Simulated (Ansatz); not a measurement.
## Nudged elastic band, with input and output: C$_{2}$H$_{10}$OSi$_{3}$ (part 2 of 2)

The same run, continued: C$_{2}$H$_{10}$OSi$_{3}$; RKS r2SCAN-D4/6-31G (Ansatz 0.2.0). It belongs to a series of runs on one base structure; here: band between the two ends.

Geometry of the input (Å):
```
C  -1.9679  -1.1091  0.6731
Si -0.1122  -0.9241  1.0963
C  1.1791  -1.6485  -0.2030
O  1.9983  -0.4396  -0.5248
Si 1.1568  0.9201  0.2958
Si 0.1655  2.4412  -1.2191
H  -2.5801  -0.5062  1.3538
H  -2.2819  -2.1557  0.7685
H  -2.1637  -0.7789  -0.3528
H  0.1488  -1.3678  2.5156
H  1.8467  -2.4262  0.1843
H  0.7020  -2.0196  -1.1201
H  2.1072  1.6487  1.2177
H  1.1794  3.0957  -2.1162
H  -0.8457  1.7296  -2.0770
H  -0.5549  3.5175  -0.4480
```

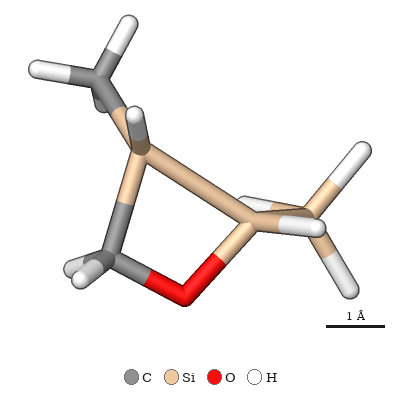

The input geometry (stick view, seen at a tilt).

```
Total energy: -27905.26661667 eV, -1025.4996332935 hartree
Atom 0 at    -1.835910    -1.004550     0.406922 Å, force     0.013716    -0.003505     0.008155 eV/Å
Atom 1 at    -0.091453    -0.764699     1.160277 Å, force    -0.015396     0.008759    -0.007901 eV/Å
Atom 2 at     1.258220    -1.686863     0.080392 Å, force    -0.002908     0.015048    -0.044589 eV/Å
Atom 3 at     1.793891    -0.573021    -0.788594 Å, force    -0.036532     0.017512     0.022135 eV/Å
Atom 4 at     1.183948     1.083455     0.349984 Å, force    -0.009184    -0.026204    -0.010652 eV/Å
Atom 5 at    -0.076760     2.608462    -0.967822 Å, force     0.007146    -0.006414     0.002147 eV/Å
Atom 6 at    -2.561308    -0.309275     0.844087 Å, force     0.008878     0.001511     0.010243 eV/Å
Atom 7 at    -2.190280    -2.028405     0.581182 Å, force    -0.003874     0.001029    -0.003618 eV/Å
Atom 8 at    -1.796691    -0.827622    -0.674118 Å, force    -0.000929     0.001921     0.009097 eV/Å
Atom 9 at    -0.084499    -1.099704     2.631843 Å, force     0.001325    -0.007039     0.000934 eV/Å
Atom 10 at     2.075349    -2.128296     0.663489 Å, force     0.001143    -0.000441    -0.011318 eV/Å
Atom 11 at     0.867028    -2.440630    -0.610246 Å, force    -0.006382    -0.029688     0.008501 eV/Å
Atom 12 at     2.554011     0.259162     0.042893 Å, force     0.040711     0.030355     0.033853 eV/Å
Atom 13 at     0.770584     3.377097    -1.941907 Å, force     0.005072    -0.005525     0.000063 eV/Å
Atom 14 at    -1.185239     1.921561    -1.723917 Å, force     0.003930    -0.000005    -0.002336 eV/Å
Atom 15 at    -0.703690     3.590731    -0.010364 Å, force    -0.006718     0.002686    -0.014714 eV/Å
Dipole moment:    -0.360999    -0.214069     0.242058 e Å
this run last wrote the band of iteration 11 to [file]
```

The last band as extended XYZ (Å, eV, eV/Å):
```
16
Properties=species:S:1:pos:R:3:forces:R:3 image=0 energy=-27907.55112
C    -1.9679   -1.1091    0.6731   -0.0034  -0.0016  -0.0003
Si   -0.1122   -0.9241    1.0963    0.0033  -0.0030   0.0030
C     1.1791   -1.6485   -0.2030   -0.0050   0.0045  -0.0040
O     1.9983   -0.4396   -0.5248    0.0009  -0.0087  -0.0037
Si    1.1568    0.9201    0.2958   -0.0119   0.0043   0.0112
Si    0.1655    2.4412   -1.2191    0.0005   0.0031  -0.0079
H    -2.5801   -0.5062    1.3538    0.0046  -0.0007  -0.0019
H    -2.2819   -2.1557    0.7685    0.0005   0.0025  -0.0001
H    -2.1637   -0.7789   -0.3528   -0.0008  -0.0010  -0.0004
H     0.1488   -1.3678    2.5156    0.0003   0.0004   0.0006
H     1.8467   -2.4262    0.1843    0.0008   0.0021   0.0008
H     0.7020   -2.0196   -1.1201    0.0028   0.0008   0.0012
H     2.1072    1.6487    1.2177    0.0025   0.0011  -0.0019
H     1.1794    3.0957   -2.1162   -0.0046   0.0004   0.0014
H    -0.8457    1.7296   -2.0770    0.0045   0.0038   0.0036
H    -0.5549    3.5175   -0.4480    0.0051  -0.0082  -0.0016
16
Properties=species:S:1:pos:R:3:forces:R:3 image=1 energy=-27907.54751
C    -1.9421   -1.1036    0.6115    0.0001  -0.0033  -0.0001
Si   -0.1045   -0.9250    1.1102   -0.0031   0.0020   0.0051
C     1.1964   -1.7005   -0.1483   -0.0007   0.0020  -0.0015
O     1.8647   -0.4781   -0.6922    0.0061   0.0012   0.0040
Si    1.1462    0.8909    0.2255    0.0019  -0.0143  -0.0050
Si    0.1298    2.4943   -1.1806    0.0050   0.0120   0.0054
H    -2.5724   -0.4344    1.2082   -0.0012  -0.0017   0.0047
H    -2.2887   -2.1319    0.7692   -0.0013  -0.0029   0.0016
H    -2.0731   -0.8500   -0.4462   -0.0041   0.0009   0.0006
H     0.0957   -1.3204    2.5537   -0.0003  -0.0008  -0.0003
H     1.9527   -2.3371    0.3267   -0.0022  -0.0030  -0.0011
H     0.7418   -2.2553   -0.9785    0.0011   0.0057  -0.0070
H     2.1761    1.5557    1.1129   -0.0069   0.0087  -0.0053
H     1.1113    3.1534   -2.1090    0.0031  -0.0028  -0.0010
H    -0.9594    1.8599   -2.0007    0.0044  -0.0082   0.0043
H    -0.4972    3.5593   -0.3183   -0.0021   0.0046  -0.0045
16
Properties=species:S:1:pos:R:3:forces:R:3 image=2 energy=-27907.53405
C    -1.9022   -1.0719    0.5427    0.0022  -0.0024   0.0029
Si   -0.0914   -0.9156    1.1375   -0.0013  -0.0008   0.0027
C     1.2050   -1.7465   -0.0877   -0.0066  -0.0070  -0.0056
O     1.7171   -0.5481   -0.8244    0.0067   0.0195   0.0107
Si    1.1507    0.8522    0.1551    0.0055  -0.0158  -0.0027
Si    0.0838    2.5182   -1.1326    0.0094   0.0104  -0.0016
H    -2.5472   -0.3452    1.0493   -0.0055  -0.0046   0.0105
H    -2.2941   -2.0769    0.7383   -0.0037  -0.0036   0.0052
H    -1.9493   -0.8830   -0.5358   -0.0125  -0.0003   0.0023
H     0.0376   -1.2664    2.6008    0.0034  -0.0052  -0.0045
H     2.0381   -2.2394    0.4295    0.0008  -0.0097  -0.0015
H     0.7773   -2.4467   -0.8148    0.0031   0.0150  -0.0095
H     2.2791    1.4582    0.9630   -0.0129   0.0131   0.0042
H     1.0124    3.2179   -2.0854    0.0021  -0.0061  -0.0025
H    -1.0595    1.9278   -1.9101    0.0062  -0.0055   0.0012
H    -0.4801    3.5427   -0.1813    0.0031   0.0031  -0.0118
16
Properties=species:S:1:pos:R:3:forces:R:3 image=3 energy=-27907.50196
C    -1.8527   -1.0282    0.4786   -0.0010   0.0032   0.0067
Si   -0.0767   -0.8843    1.1750   -0.0015  -0.0158  -0.0093
C     1.1966   -1.7827   -0.0233   -0.0068  -0.0097  -0.0096
O     1.5530   -0.6368   -0.9223    0.0113   0.0133   0.0083
Si    1.1697    0.8113    0.0814   -0.0021  -0.0009  -0.0017
Si    0.0437    2.5284   -1.0827    0.0064  -0.0052  -0.0094
H    -2.5247   -0.2842    0.9206    0.0022  -0.0015   0.0143
H    -2.2673   -2.0255    0.6673   -0.0071   0.0001   0.0109
H    -1.8188   -0.8650   -0.6052   -0.0132  -0.0043   0.0126
H    -0.0235   -1.1825    2.6545    0.0132  -0.0143  -0.0035
H     2.0959   -2.1447    0.4927   -0.0007  -0.0169  -0.0128
H     0.7886   -2.5905   -0.6401   -0.0023   0.0105  -0.0151
H     2.4157    1.3291    0.7667   -0.0263   0.0539   0.0398
H     0.9015    3.3066   -2.0401    0.0125  -0.0151  -0.0059
H    -1.1225    1.9426   -1.8278   -0.0008   0.0052  -0.0135
H    -0.5012    3.4840   -0.0513    0.0161  -0.0024  -0.0118
16
Properties=species:S:1:pos:R:3:forces:R:3 image=4 energy=-27907.34176
C    -1.8278   -0.9930    0.4355    0.0100   0.0191   0.0180
Si   -0.0764   -0.8319    1.1944    0.0034  -0.0588   0.0106
C     1.1852   -1.7699    0.0232   -0.0435  -0.0732  -0.0649
O     1.4391   -0.6759   -0.9660   -0.1894  -0.0818  -0.0980
Si    1.2151    0.7997    0.0535    0.0102  -0.1071  -0.1764
Si    0.0171    2.5599   -1.0106    0.0703  -0.0534  -0.0239
H    -2.5438   -0.2815    0.8603    0.0217   0.0167   0.0194
H    -2.2074   -2.0085    0.6049   -0.0226   0.0074   0.0124
H    -1.7653   -0.8262   -0.6464    0.0211   0.0064   0.0252
H    -0.0837   -1.0971    2.6805    0.0178  -0.0242   0.0216
H     2.1084   -2.0585    0.5492    0.0288   0.0330  -0.1228
H     0.8039   -2.6268   -0.5354   -0.0579  -0.1410   0.0407
H     2.6308    1.0101    0.5196   -0.0509   0.5415   0.3390
H     0.8011    3.3769   -1.9960    0.0358   0.0029  -0.0224
H    -1.1308    1.9014   -1.7278    0.0332   0.0011  -0.0100
H    -0.5883    3.4988    0.0053    0.1120  -0.0886   0.0314
16
Properties=species:S:1:pos:R:3:forces:R:3 image=5 energy=-27906.34996
C    -1.8352   -0.9853    0.4267    0.0260   0.0326   0.0194
Si   -0.0814   -0.8064    1.1808    0.0238  -0.2244   0.0633
C     1.2180   -1.7210    0.0435   -0.1484  -0.1078  -0.1855
O     1.5739   -0.6249   -0.8917   -0.9578  -0.1897  -0.4243
Si    1.2146    0.8942    0.1673    0.1074  -0.8425  -0.7826
Si   -0.0291    2.6005   -0.9743    0.1948  -0.0170   0.0134
H    -2.5573   -0.2882    0.8631   -0.0029   0.0338   0.0206
H    -2.1942   -2.0088    0.6027    0.0133   0.0431   0.0039
H    -1.7945   -0.8191   -0.6562    0.0390   0.0123   0.0303
H    -0.0830   -1.0913    2.6588   -0.0411  -0.0133   0.1081
H     2.0808   -2.0997    0.6202    0.0528   0.1551  -0.1693
H     0.8271   -2.5263   -0.5789   -0.1151  -0.3571   0.1300
H     2.6760    0.5908    0.2665    0.5367   1.5588   1.0994
H     0.7809    3.3768   -1.9685    0.0317   0.0416  -0.0433
H    -1.1578    1.9125   -1.7066    0.1338  -0.0391   0.0813
H    -0.6616    3.5737   -0.0093    0.1060  -0.0864   0.0352
16
Properties=species:S:1:pos:R:3:forces:R:3 image=6 energy=-27905.26660
C    -1.8359   -1.0046    0.4069    0.0137  -0.0035   0.0082
Si   -0.0915   -0.7647    1.1603   -0.0154   0.0088  -0.0079
C     1.2582   -1.6869    0.0804   -0.0029   0.0150  -0.0446
O     1.7939   -0.5730   -0.7886   -0.0365   0.0175   0.0221
Si    1.1839    1.0835    0.3500   -0.0092  -0.0262  -0.0107
Si   -0.0768    2.6085   -0.9678    0.0071  -0.0064   0.0021
H    -2.5613   -0.3093    0.8441    0.0089   0.0015   0.0102
H    -2.1903   -2.0284    0.5812   -0.0039   0.0010  -0.0036
H    -1.7967   -0.8276   -0.6741   -0.0009   0.0019   0.0091
H    -0.0845   -1.0997    2.6318    0.0013  -0.0070   0.0009
H     2.0753   -2.1283    0.6635    0.0011  -0.0004  -0.0113
H     0.8670   -2.4406   -0.6102   -0.0064  -0.0297   0.0085
H     2.5540    0.2592    0.0429    0.0407   0.0304   0.0339
H     0.7706    3.3771   -1.9419    0.0051  -0.0055   0.0001
H    -1.1852    1.9216   -1.7239    0.0039   0.0000  -0.0023
H    -0.7037    3.5907   -0.0104   -0.0067   0.0027  -0.0147
16
Properties=species:S:1:pos:R:3:forces:R:3 image=7 energy=-27906.20481
C    -1.8532   -1.0299    0.3942   -0.0328  -0.0143  -0.0129
Si   -0.1330   -0.6974    1.1560   -0.0631   0.1036   0.0056
C     1.2640   -1.6170    0.1158   -0.0059   0.0891   0.0629
O     1.8757   -0.4178   -0.6281    0.1267   0.2216   0.2149
Si    1.1758    1.2471    0.5518   -0.0273   0.2372   0.2795
Si   -0.1331    2.5705   -0.9569   -0.0638  -0.0531   0.0092
H    -2.5856   -0.3384    0.8269   -0.0337  -0.0301  -0.0073
H    -2.1970   -2.0558    0.5672   -0.0173  -0.0309  -0.0025
H    -1.8097   -0.8406   -0.6846   -0.0322  -0.0128  -0.0026
H    -0.0933   -1.1317    2.6043   -0.0117  -0.0461  -0.0356
H     2.0559   -2.1006    0.6977   -0.0377   0.0266   0.0438
H     0.9110   -2.3109   -0.6538    0.0486   0.1873  -0.0618
H     2.7524   -0.1752   -0.2429    0.3064  -0.6391  -0.4153
H     0.7432    3.3446   -1.9134   -0.0239  -0.0609   0.0231
H    -1.2414    1.9351   -1.7578   -0.0707   0.0113  -0.0495
H    -0.7546    3.5953   -0.0324   -0.0616   0.0107  -0.0513
16
Properties=species:S:1:pos:R:3:forces:R:3 image=8 energy=-27906.55640
C    -1.8649   -0.9983    0.3694   -0.0139  -0.0042   0.0046
Si   -0.1662   -0.6368    1.1806   -0.0381   0.0237  -0.0223
C     1.2581   -1.5142    0.1454    0.0097   0.0258   0.0164
O     1.8815   -0.2708   -0.4538   -0.0020   0.0428   0.0292
Si    1.2419    1.3207    0.7622    0.0566   0.0116   0.0513
Si   -0.1117    2.4870   -0.8901   -0.0102  -0.0466   0.0141
H    -2.6444   -0.3658    0.8094   -0.0032  -0.0027   0.0015
H    -2.1519   -2.0474    0.5144   -0.0032   0.0019  -0.0121
H    -1.8230   -0.7831   -0.7041    0.0025   0.0134   0.0028
H    -0.1554   -1.2188    2.5766   -0.0020  -0.0113   0.0026
H     2.0036   -2.0184    0.7712   -0.0055   0.0105   0.0007
H     0.9474   -2.1607   -0.6808   -0.0045   0.0226  -0.0097
H     2.8320   -0.3483   -0.6656    0.0135  -0.0313  -0.0755
H     0.7392    3.2385   -1.8879    0.0188  -0.0249   0.0090
H    -1.1550    1.7469   -1.6987    0.0023  -0.0312  -0.0033
H    -0.8538    3.5471   -0.1041   -0.0209   0.0000  -0.0093
16
Properties=species:S:1:pos:R:3:forces:R:3 image=9 energy=-27906.58336
C    -1.8812   -0.9247    0.4115    0.0013  -0.0007  -0.0011
Si   -0.1625   -0.6187    1.2062    0.0031  -0.0025  -0.0070
C     1.2407   -1.4510    0.1024   -0.0015  -0.0171  -0.0011
O     1.9178   -0.1891   -0.3672    0.0057   0.0423  -0.0042
Si    1.2604    1.3563    0.8764   -0.0032   0.0075   0.0301
Si   -0.0855    2.3778   -0.8803   -0.0001  -0.0164  -0.0208
H    -2.6590   -0.3731    0.9522    0.0038  -0.0019   0.0027
H    -2.1377   -1.9915    0.4377   -0.0003   0.0043  -0.0022
H    -1.8838   -0.5817   -0.6288   -0.0038   0.0014   0.0044
H    -0.1365   -1.2919    2.5615    0.0034   0.0015  -0.0001
H     1.9579   -2.0461    0.6795   -0.0029   0.0040  -0.0038
H     0.9037   -2.0003   -0.7826   -0.0004   0.0063   0.0020
H     2.8369   -0.2798   -0.6844   -0.0141  -0.0201  -0.0003
H     0.7680    3.2079   -1.8122    0.0003  -0.0031   0.0005
H    -0.8836    1.4486   -1.7712    0.0028   0.0033  -0.0047
H    -1.0785    3.3347   -0.2564    0.0060  -0.0086   0.0054
16
Properties=species:S:1:pos:R:3:forces:R:3 image=10 energy=-27906.58728
C    -1.9093   -0.8790    0.4737    0.0025  -0.0038   0.0035
Si   -0.1610   -0.6068    1.2142    0.0015   0.0013  -0.0036
C     1.2144   -1.3904    0.0399    0.0039   0.0041   0.0028
O     1.9980   -0.1355   -0.2263    0.0171  -0.0151  -0.0049
Si    1.2424    1.3976    0.9527   -0.0031   0.0013   0.0044
Si   -0.0559    2.2838   -0.9176   -0.0114   0.0048  -0.0129
H    -2.6674   -0.4042    1.1075    0.0023  -0.0016  -0.0018
H    -2.1430   -1.9494    0.4083   -0.0010   0.0046  -0.0013
H    -1.9762   -0.4377   -0.5264   -0.0003  -0.0007   0.0016
H    -0.0938   -1.3366    2.5392   -0.0001  -0.0014  -0.0019
H     1.8689   -2.1208    0.5292   -0.0061   0.0064  -0.0073
H     0.8517   -1.7738   -0.9198    0.0022   0.0017   0.0065
H     2.9039   -0.2339   -0.5739   -0.0213   0.0042   0.0059
H     0.7602    3.2256   -1.7745   -0.0063  -0.0059   0.0050
H    -0.6219    1.2508   -1.8738    0.0054   0.0086   0.0080
H    -1.2339    3.0876   -0.4081    0.0146  -0.0086  -0.0038
```

Results in brief:

| quantity | value |
| --- | --- |
| outcome | converged |
| barrier, forward | 2.284 eV |
| barrier, backward | 1.321 eV |
| wall time | 18 min (CPU time 35 min) |
| peak memory | 0.19 GiB |

The order of the saddle point was not checked.
